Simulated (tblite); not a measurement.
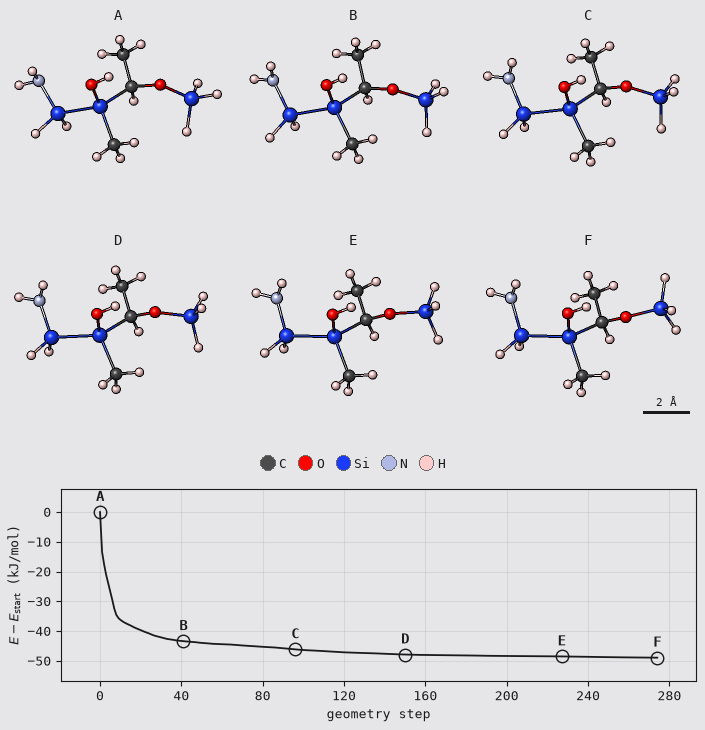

Frames of a relaxation of C3H15NO2Si3, marked on the history of the run. Style: ball-and-stick. Shown at a tilt.

Method: tblite 0.8.0, GFN2-xTB geometry optimisation, gas phase. 

### What happens along the run?

The energy falls by 48.9 kJ/mol in 274 geometry steps. An H atom moves most after the best rigid fit: 1.79 Å. By element the largest moves are H 1.79 Å, C 0.84 Å, Si 0.80 Å, N 0.55 Å, O 0.42 Å. Near-neighbour distances that change, for instance: C–Si 1.859 → 1.908 Å, Si–Si 2.342 → 2.299 Å, O–Si 1.655 → 1.614 Å, C–Si 1.970 → 1.932 Å. Bond angles that change, for instance: C–O–Si 119.9° → 131.0°, Si–N–H 109.8° → 119.8°, O–Si–H 109.0° → 99.1°. Groups turn about C–O by about 45°, C–Si by about 20°. From step 0 to 41: an H atom moves most (0.48 Å), energy −43.4 kJ/mol. From step 41 to 96: an H atom moves most (0.50 Å), energy −2.76 kJ/mol. From step 96 to 150: an H atom moves most (0.46 Å), energy −1.73 kJ/mol. From step 150 to 227: an H atom moves most (0.49 Å), energy −0.65 kJ/mol. From step 227 to 274: an H atom moves most (0.58 Å), energy −0.41 kJ/mol.

| step | E − E(0), kJ/mol |
| --- | --- |
| 0 | 0.00 |
| 1 | -13.38 |
| 2 | -17.58 |
| 3 | -21.08 |
| 4 | -23.87 |
| 5 | -26.53 |
| 6 | -29.45 |
| 7 | -32.46 |
| 8 | -34.54 |
| 9 | -35.57 |
| 10 | -36.21 |
| 24 | -40.76 |
| 38 | -43.18 |
| 52 | -44.08 |
| 66 | -44.60 |
| 79 | -45.26 |
| 93 | -46.01 |
| 107 | -46.60 |
| 121 | -47.16 |
| 135 | -47.47 |
| 149 | -47.85 |
| 163 | -48.06 |
| 177 | -48.17 |
| 191 | -48.30 |
| 205 | -48.38 |
| 218 | -48.44 |
| 232 | -48.57 |
| 246 | -48.71 |
| 260 | -48.83 |
| 274 | -48.93 |
